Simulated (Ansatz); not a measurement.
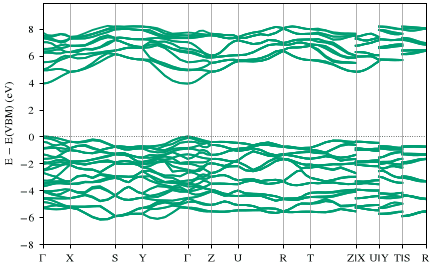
Figure. Band structure from plane-wave PAW r²SCAN with spin–orbit coupling (Ansatz code)

Task: Read off the gap and where the band edges lie.

Result: About 3.9 eV (3.92 eV by a search for the band edges); maximum at Γ, minimum at Γ.

The material is HfO$_{2}$ in space group Pnma (No. 62; Hf on 4c, O on 4c, O on 4c).

The workflow started from a Materials Project entry (that database holds measured and hypothetical structures alike); the Crystallography Open Database copy checked does not list it. It is not the phase usual at ambient conditions (space group No. 14, 29). The r²SCAN relaxation kept the symmetry of its start; of distortions, only those at the zone centre were tested. The run is not spin-polarised.

Potentials: the later of the program's two PAW sets.
